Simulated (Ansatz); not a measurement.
**Run report: WH$_{6}$ClOF, molecular dynamics (part 3 of 3)**

The same run, continued: WH$_{6}$ClOF; RKS PBE0-D4/def2-SVP (Ansatz 0.2.0). It belongs to a series of runs on one base structure; here: dynamics from the highest image of the converged band.

Geometry of the input (Å):
```
W  0.5714  0.0239  -0.0013
Cl -0.5478  0.4944  2.5379
F  1.8659  -0.6064  -1.2075
H  -0.4500  1.3350  -0.0630
H  -1.0700  -0.2832  -0.1253
H  0.0050  -1.4354  0.6345
H  -0.1189  0.4441  -1.4475
O  1.5773  1.3781  1.0479
H  2.4803  1.0847  1.2482
H  0.5306  1.2613  2.2632
```

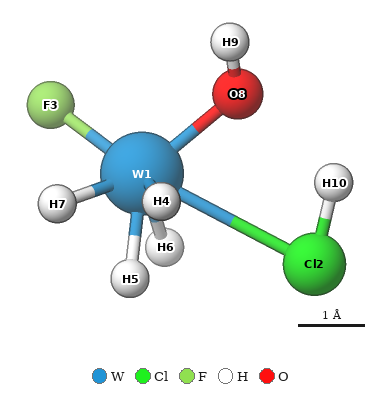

**Figure 1.** The geometry at step 83 of the log (ball-and-stick view, seen at a tilt; atoms are numbered from 1 in the order of the input).

### Trajectory as extended XYZ, continued
```
10
Properties=species:S:1:pos:R:3:forces:R:3 step=34 time_fs=17.0 energy=-19193.35778 temperature=197.3
W     0.5857    0.0162   -0.0074   -0.3579   0.8232   0.0782
Cl   -0.5814    0.5262    2.5821   -0.3173  -0.1549   0.0592
F     1.8201   -0.5914   -1.2730    0.3579  -0.1290   0.0375
H    -0.4222    1.3169   -0.0476   -0.1884   0.1135  -0.1034
H    -1.0791   -0.2930   -0.2114    0.4080   0.1027   0.1889
H    -0.0090   -1.4230    0.6211    0.0149  -0.2073   0.1616
H    -0.0598    0.4697   -1.4684   -0.1550  -0.0386   0.0604
O     1.5500    1.3427    1.1018    0.0354  -0.3714  -0.2227
H     2.4912    1.4250    0.9079    0.1243  -0.0325  -0.1117
H     0.3111    1.4730    2.6375    0.0780  -0.1058  -0.1480
10
Properties=species:S:1:pos:R:3:forces:R:3 step=41 time_fs=20.5 energy=-19193.30758 temperature=149.3
W     0.5886    0.0159   -0.0082   -0.7951   1.0120  -0.1926
Cl   -0.5912    0.5316    2.5920   -0.2923  -0.1780   0.0252
F     1.8159   -0.5904   -1.2868    0.3462  -0.0989   0.1289
H    -0.4042    1.3182   -0.0477   -0.3407   0.1680  -0.1294
H    -1.1254   -0.3075   -0.1636    1.0183   0.2030   0.1240
H     0.0259   -1.4082    0.6102   -0.1625  -0.5896   0.4030
H    -0.0596    0.4514   -1.4757   -0.2093  -0.0145   0.0931
O     1.5463    1.3320    1.1089    0.9085  -0.4176  -0.5331
H     2.4678    1.4544    0.7968   -0.5628  -0.0074   0.2012
H     0.2913    1.4826    2.6656    0.0895  -0.0769  -0.1203
10
Properties=species:S:1:pos:R:3:forces:R:3 step=48 time_fs=24.0 energy=-19193.37563 temperature=214.6
W     0.5910    0.0162   -0.0091   -0.6023   0.7140   0.1246
Cl   -0.6021    0.5364    2.6019   -0.2530  -0.1817   0.0012
F     1.8138   -0.5900   -1.2998    0.2547  -0.0443   0.2105
H    -0.4217    1.3346   -0.0620   -0.0756  -0.1940  -0.0523
H    -1.0660   -0.3006   -0.1023    0.2141   0.0438  -0.0494
H     0.0463   -1.4508    0.6406    0.0681   0.0760   0.1041
H    -0.0834    0.4308   -1.4726   -0.2012  -0.0546   0.0788
O     1.5479    1.3180    1.1125    0.0801  -0.5812  -0.2795
H     2.4004    1.4864    0.7014    0.4250   0.2678  -0.0419
H     0.2818    1.4833    2.6796    0.0902  -0.0458  -0.0960
10
Properties=species:S:1:pos:R:3:forces:R:3 step=55 time_fs=27.5 energy=-19193.33738 temperature=178.1
W     0.5930    0.0169   -0.0099    0.3557   0.3972   0.3424
Cl   -0.6137    0.5405    2.6118   -0.1648  -0.1255  -0.0123
F     1.8132   -0.5898   -1.3115    0.1227   0.0206   0.2543
H    -0.4488    1.3307   -0.0821    0.1274  -0.3365   0.0594
H    -0.9893   -0.2905   -0.0462   -1.1721  -0.2670  -0.1613
H     0.0737   -1.4865    0.6836    0.2196   0.6072  -0.1758
H    -0.1302    0.4035   -1.4605   -0.1253  -0.1172   0.0378
O     1.5516    1.3001    1.1134    0.9206  -0.2441  -0.7292
H     2.3578    1.5442    0.6119   -0.3296   0.1294   0.4647
H     0.2824    1.4780    2.6823    0.0458  -0.0640  -0.0799
10
Properties=species:S:1:pos:R:3:forces:R:3 step=62 time_fs=31.0 energy=-19193.41487 temperature=252.5
W     0.5952    0.0179   -0.0105   -0.2619  -0.0274   0.0587
Cl   -0.6259    0.5443    2.6217   -0.0972  -0.0867  -0.0194
F     1.8134   -0.5895   -1.3216   -0.0160   0.1096   0.3246
H    -0.4644    1.2922   -0.0959    0.0052  -0.0126   0.1085
H    -1.0250   -0.3076   -0.0076   -0.3899  -0.2172  -0.1366
H     0.1238   -1.4590    0.7099    0.0703   0.3347  -0.0684
H    -0.1909    0.3630   -1.4438    0.0194  -0.1234   0.0115
O     1.5611    1.2802    1.1095    0.6158  -0.1929  -0.5154
H     2.2923    1.6209    0.5681    0.0278   0.2813   0.2917
H     0.2887    1.4654    2.6757    0.0263  -0.0655  -0.0552
10
Properties=species:S:1:pos:R:3:forces:R:3 step=69 time_fs=34.5 energy=-19193.42578 temperature=263.4
W     0.5972    0.0189   -0.0111   -1.0777  -0.1425  -0.4424
Cl   -0.6385    0.5478    2.6315   -0.0782  -0.0865  -0.0169
F     1.8136   -0.5885   -1.3297   -0.1393   0.1825   0.3991
H    -0.4801    1.2526   -0.0977   -0.1735   0.3427   0.0898
H    -1.1029   -0.3488    0.0150    0.8872  -0.0178  -0.1098
H     0.1806   -1.3977    0.7312   -0.2128  -0.4350   0.3053
H    -0.2497    0.3087   -1.4257    0.1349  -0.0673  -0.0105
O     1.5754    1.2589    1.1017    0.5757  -0.0371  -0.4236
H     2.2258    1.7304    0.5593    0.0347   0.2972   0.2369
H     0.2985    1.4454    2.6626    0.0489  -0.0360  -0.0279
10
Properties=species:S:1:pos:R:3:forces:R:3 step=76 time_fs=38.0 energy=-19193.47693 temperature=312.8
W     0.5985    0.0198   -0.0119   -1.0566  -0.3437  -0.4919
Cl   -0.6513    0.5509    2.6413   -0.0434  -0.0435   0.0065
F     1.8128   -0.5864   -1.3353   -0.2437   0.2082   0.4354
H    -0.5118    1.2478   -0.0890    0.0419   0.2038   0.0517
H    -1.0902   -0.3938    0.0248    0.8362   0.0105  -0.0705
H     0.2158   -1.3789    0.7836   -0.1949  -0.4082   0.2315
H    -0.2937    0.2467   -1.4089    0.1423   0.0133  -0.0302
O     1.5943    1.2378    1.0905    0.9629   0.7116  -0.7031
H     2.1575    1.8662    0.5835   -0.4747  -0.2944   0.5866
H     0.3136    1.4207    2.6461    0.0300  -0.0578  -0.0159
10
Properties=species:S:1:pos:R:3:forces:R:3 step=83 time_fs=41.5 energy=-19193.54311 temperature=376.6
W     0.5992    0.0205   -0.0131    0.0420  -0.8204  -0.1141
Cl   -0.6642    0.5540    2.6511   -0.0294   0.0045   0.0411
F     1.8106   -0.5830   -1.3382   -0.3176   0.1904   0.4168
H    -0.5378    1.2654   -0.0745    0.3324  -0.0986  -0.0024
H    -0.9920   -0.4399    0.0267   -0.4476  -0.1852   0.0114
H     0.2303   -1.4007    0.8583    0.0442   0.3099  -0.2874
H    -0.3218    0.1865   -1.3953    0.0762   0.1099  -0.0207
O     1.6194    1.2210    1.0748    0.2632   0.3683  -0.1181
H     2.0464    1.9827    0.6654    0.0295   0.2155   0.0813
H     0.3321    1.3890    2.6277    0.0068  -0.0945  -0.0079
10
Properties=species:S:1:pos:R:3:forces:R:3 step=90 time_fs=45.0 energy=-19193.51874 temperature=353.3
W     0.6000    0.0207   -0.0143    0.9936  -1.0912   0.0055
Cl   -0.6773    0.5570    2.6610   -0.0732   0.0003   0.0685
F     1.8064   -0.5785   -1.3386   -0.3183   0.1436   0.3445
H    -0.5288    1.2746   -0.0602    0.2431  -0.0974  -0.0512
H    -0.9406   -0.5067    0.0298   -1.0737  -0.2269   0.0656
H     0.2483   -1.3924    0.9033    0.1215   0.4556  -0.4363
H    -0.3409    0.1393   -1.3840    0.0076   0.2280  -0.0019
O     1.6471    1.2082    1.0575    0.2695   1.3827  -0.2998
H     1.9273    2.1038    0.7677   -0.2141  -0.7099   0.2886
H     0.3521    1.3468    2.6085    0.0441  -0.0848   0.0165
10
Properties=species:S:1:pos:R:3:forces:R:3 step=97 time_fs=48.5 energy=-19193.55043 temperature=383.5
W     0.6013    0.0201   -0.0156    0.3987  -1.2377  -0.2300
Cl   -0.6906    0.5601    2.6711   -0.0536   0.0152   0.0669
F     1.8003   -0.5731   -1.3368   -0.2510   0.0837   0.2373
H    -0.4939    1.2752   -0.0515   -0.0834   0.1673  -0.0555
H    -0.9937   -0.5936    0.0394    0.1821   0.2760   0.0135
H     0.2781   -1.3384    0.9030   -0.0344  -0.1630  -0.0090
H    -0.3586    0.1188   -1.3729   -0.0108   0.3293   0.0233
O     1.6764    1.2045    1.0384   -0.2688   0.9593  -0.1244
H     1.7910    2.1586    0.8965    0.0790  -0.3312   0.0112
H     0.3769    1.2944    2.5916    0.0422  -0.0990   0.0668
10
Properties=species:S:1:pos:R:3:forces:R:3 step=103 time_fs=51.5 energy=-19193.47010 temperature=306.4
W     0.6026    0.0190   -0.0167    0.0227  -0.9067  -0.4644
Cl   -0.7021    0.5627    2.6800    0.0084   0.0429   0.0527
F     1.7938   -0.5680   -1.3341   -0.1548   0.0105   0.0961
H    -0.4688    1.2887   -0.0488   -0.1819   0.2219  -0.0037
H    -1.0325   -0.6463    0.0493    0.8391   0.5562  -0.0266
H     0.3013   -1.3039    0.8997   -0.1736  -0.6632   0.3685
H    -0.3745    0.1309   -1.3613    0.0132   0.3290   0.0402
O     1.7001    1.2072    1.0211   -0.5922   0.4928  -0.0478
H     1.6781    2.1708    1.0112    0.2146   0.0438  -0.1293
H     0.4018    1.2402    2.5830    0.0044  -0.1273   0.1142
10
Properties=species:S:1:pos:R:3:forces:R:3 step=110 time_fs=55.0 energy=-19193.46921 temperature=305.2
W     0.6042    0.0172   -0.0184    0.0599  -0.6324  -0.0180
Cl   -0.7155    0.5659    2.6905    0.0279   0.0449   0.0517
F     1.7854   -0.5620   -1.3305   -0.0101  -0.0985  -0.1449
H    -0.4562    1.3246   -0.0455    0.0138  -0.0747   0.0803
H    -0.9950   -0.6499    0.0583    0.4443   0.4630  -0.0160
H     0.3117   -1.3264    0.9292   -0.0784  -0.2011   0.0406
H    -0.3912    0.1794   -1.3438    0.0637   0.2031   0.0257
O     1.7237    1.2147    1.0007   -0.9166   1.0593   0.1358
H     1.5716    2.1729    1.1293    0.3867  -0.6429  -0.3032
H     0.4318    1.1634    2.5856    0.0089  -0.1206   0.1480
10
Properties=species:S:1:pos:R:3:forces:R:3 step=117 time_fs=58.5 energy=-19193.41685 temperature=254.7
W     0.6059    0.0150   -0.0200    1.0465  -0.0965   0.6490
Cl   -0.7289    0.5693    2.7012    0.0587   0.0444   0.0535
F     1.7769   -0.5567   -1.3279    0.1578  -0.2247  -0.4574
H    -0.4428    1.3527   -0.0331    0.1403  -0.2964   0.1351
H    -0.9158   -0.6034    0.0660   -0.9011  -0.0089   0.0469
H     0.3131   -1.3713    0.9623    0.0446   0.4331  -0.4333
H    -0.4007    0.2511   -1.3236    0.0975   0.0073  -0.0288
O     1.7408    1.2285    0.9811   -0.8367  -0.2935   0.0046
H     1.5054    2.1246    1.2165    0.1901   0.5412  -0.1366
H     0.4627    1.0726    2.6053    0.0022  -0.1060   0.1671
10
Properties=species:S:1:pos:R:3:forces:R:3 step=124 time_fs=62.0 energy=-19193.40280 temperature=241.1
W     0.6082    0.0128   -0.0212    1.1173   0.4553   0.9610
Cl   -0.7420    0.5728    2.7121    0.1811   0.0585   0.0609
F     1.7695   -0.5528   -1.3280    0.3308  -0.3226  -0.7595
H    -0.4157    1.3497   -0.0055   -0.0054  -0.1485   0.1241
H    -0.9284   -0.5536    0.0783   -0.9163  -0.0754   0.0271
H     0.3176   -1.3730    0.9502   -0.0403   0.3225  -0.3528
H    -0.3989    0.3240   -1.3069    0.1071  -0.1544  -0.1004
O     1.7514    1.2417    0.9619   -1.0434   0.1179   0.2564
H     1.4670    2.1129    1.2816    0.3508  -0.1524  -0.3912
H     0.4930    0.9691    2.6445   -0.0817  -0.1008   0.1745
10
Properties=species:S:1:pos:R:3:forces:R:3 step=131 time_fs=65.5 energy=-19193.41510 temperature=252.8
W     0.6112    0.0108   -0.0218   -0.0311   0.9724   0.8587
Cl   -0.7545    0.5765    2.7232    0.2780   0.0373   0.0810
F     1.7640   -0.5508   -1.3329    0.4268  -0.3466  -0.9077
H    -0.3901    1.3311    0.0360   -0.2277   0.1581   0.0386
H    -1.0327   -0.5087    0.0927    0.5420   0.2231  -0.1001
H     0.3159   -1.3430    0.9013   -0.2575  -0.3727   0.1538
H    -0.3847    0.3796   -1.3016    0.0994  -0.2331  -0.1223
O     1.7547    1.2547    0.9442   -0.8526  -0.5824   0.1009
H     1.4649    2.0986    1.3057    0.1563   0.1968  -0.2766
H     0.5141    0.8543    2.7041   -0.1334  -0.0530   0.1738
```

### Key numbers

| quantity | value |
| --- | --- |
| outcome | finished |
| mean temperature over the second half | 307 K |
| trajectory | 131 steps, 65.5 fs |
| ensemble | nve |
| temperature in the input | 300.0 K |
| time step | 0.5 fs |
| potential energy (last step) | −19193.4151 eV |
| mean-field energy (last step) | −19193.2222 eV |
| largest force (length of the vector) (last step) | 1.298 eV/Å |
| hardware | 2 threads of Arm Neoverse N1, 54 GiB of memory available, shared host |
| wall time | 14 min (CPU time 27 min) |
| peak memory | 0.24 GiB |

### Notes

So short a trajectory is not equilibrated.
